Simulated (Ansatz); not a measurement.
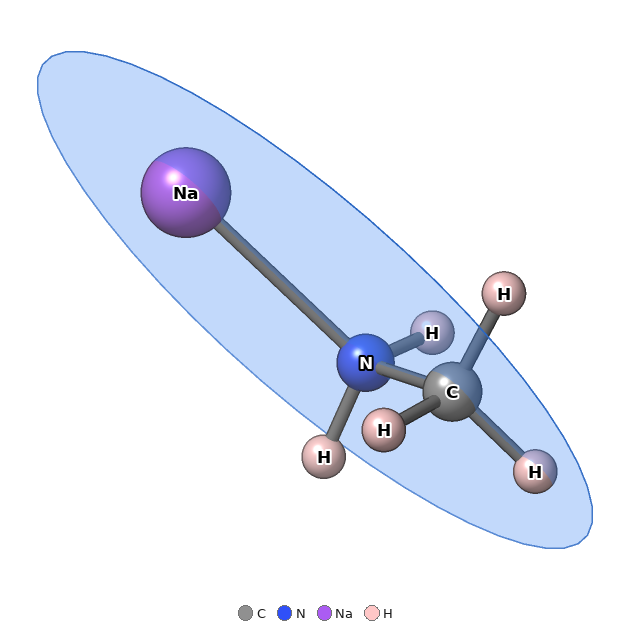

All proper rotation axes (lines) and mirror planes (discs) of the structure are drawn in. Distant atoms are faded towards the background colour. The species has charge +1 and is a spin singlet. The computed structure is the end point of a PBE0-D4/def2-TZVP optimisation. No frequency run is at hand to confirm it as a minimum.

Q: Name the symmetry elements and the point group.

A: It has 1 mirror plane. Point group Cs. The group has 2 operations. The geometry is achiral, and symmetry allows a dipole moment.
